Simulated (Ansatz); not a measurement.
```csv
atom,x (Å),y (Å),z (Å)
C,-0.7909,-0.3643,2.5483
C,-1.3342,-0.9720,-1.0530
C,1.7227,0.6279,-0.9797
Al,0.2899,-0.3932,-0.1157
O,0.2158,-0.2241,1.6097
S,1.6267,-2.6887,0.1233
H,-0.9032,0.5536,3.1562
H,-1.7828,-0.5784,2.1008
H,-0.5767,-1.1888,3.2579
H,-2.0315,-0.1284,-1.1979
H,-1.8889,-1.7536,-0.5074
H,-1.1065,-1.3694,-2.0565
H,1.3816,1.6534,-1.2058
H,2.6114,0.7280,-0.3342
H,2.0446,0.1873,-1.9388
H,2.8318,-2.1634,-0.1892
H,1.7316,-2.3312,1.4237
```

Geometry: PBE0-D4/def2-SVP.

All numbers below come from Ansatz, isolated molecule in a Gaussian basis; Kohn-Sham density functional theory, functional PBE0.

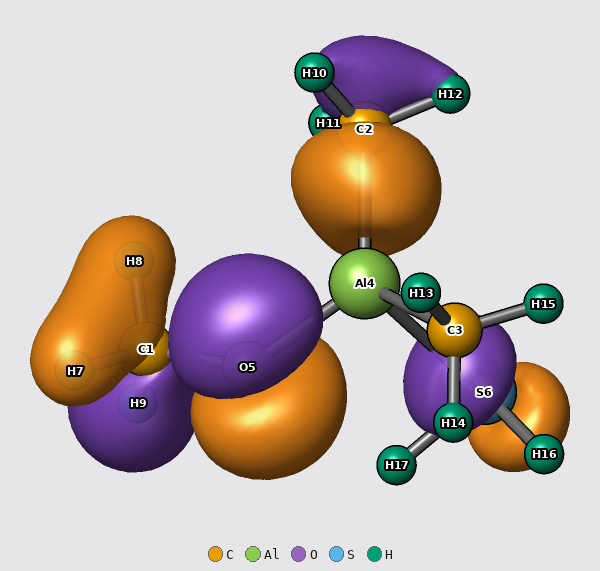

C₃H₁₁AlOS (SMILES C[O][Al-]([CH3])([CH3])[SH2+]). The HOMO−1 at ±0.1 Å⁻³ᐟ² (orange and purple are the two phases), seen at a tilt.

Question: What is the character of this orbital?

Answer: Its weight (Hirshfeld) is mainly on O5 (about 45 %), C1 (about 10 %), C2 (about 10 %), Al4 (about 10 %), S6 (about 10 %) and H9 (about 5 %). Its energy is −7.37 eV.
